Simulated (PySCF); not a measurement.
# SnH3: the SCF solver's settings

Do solver options change the result for SnH3, or only the number of cycles?

Computed with PySCF 2.14.0. Level: each script names its method and basis.

3 further runs of the same task are left out: 1 for a known fault of the program, 2 that didn't finish. Runs told in other sessions of the task aren't counted.

**1. The starting structure**

SnH3: 4 atoms, charge 0, spin multiplicity 2.

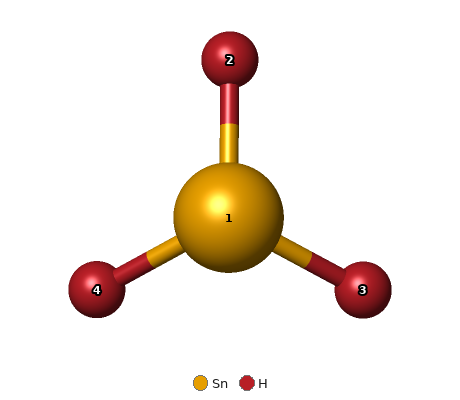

As it starts; tin amber, hydrogen red; atoms are numbered from 1 in the order of the file.

As a file:

```xyz
4
charge 0, multiplicity 2
Sn    0.0000    0.0000   -0.0139
H     1.6188    0.0000    0.5521
H    -0.8094    1.4020    0.5521
H    -0.8094   -1.4020    0.5521
```

**2. The base run**

File input.py:

```python
from pyscf import gto, dft

mol = gto.M(
    atom='Sn 0 0 -0.0139; H 1.6188 0 0.5521; H -0.8094 1.402 0.5521; H -0.8094 -1.402 0.5521',
    basis='def2-svpd',
    ecp={'Sn': 'def2-svpd'},
    charge=0,
    spin=1,
    symmetry=True,
    verbose=4,
)
mf = dft.ROKS(mol, xc='pbe0')
mf.kernel()
mf.mulliken_pop()
mf.dip_moment()
print('orbital energies (hartree):', mf.mo_energy[..., max(0, mol.nelec[1]-3):mol.nelec[0]+3].round(4))
```

Started as:

```sh
$ OMP_NUM_THREADS=1 python input.py
```

The log of this run is left out.

**3. Second-order solver on**

Edit 1 changes second-order solver: off → on.

input.py: that of step 2 with these lines changed.

```diff
@@ -12,2 +12,3 @@
 mf = dft.ROKS(mol, xc='pbe0')
+mf = mf.newton()
 mf.kernel()
```

**4. Convergence threshold 1e-05 hartree**

Edit 2 changes convergence threshold: default → 1e-05 hartree.

input.py: that of step 2 with these lines changed.

```diff
@@ -12,2 +12,3 @@
 mf = dft.ROKS(mol, xc='pbe0')
+mf.conv_tol = 1e-05
 mf.kernel()
```

Before running it: what results should come out? Wanted: for each run, E(SCF); from base; SCF dipole.

As calculated:

| run | E(SCF) (hartree) | from base (eV) | cycles | SCF dipole (D) |
| --- | --- | --- | --- | --- |
| base | -216.032188 | 0 | 9 | 0.28 |
| second-order solver on | -216.032188 | 0.0000 | 3 macro | 0.28 |
| convergence threshold 1e-05 hartree | -216.032187 | 0.0000 | 6 | 0.27 |

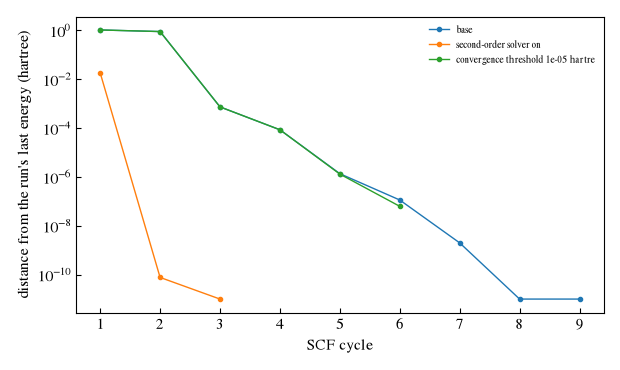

Convergence of the SCF energy, run by run.

**Reading.** No change of the SCF energy comes from second-order solver on or convergence threshold 1e-05 hartree.
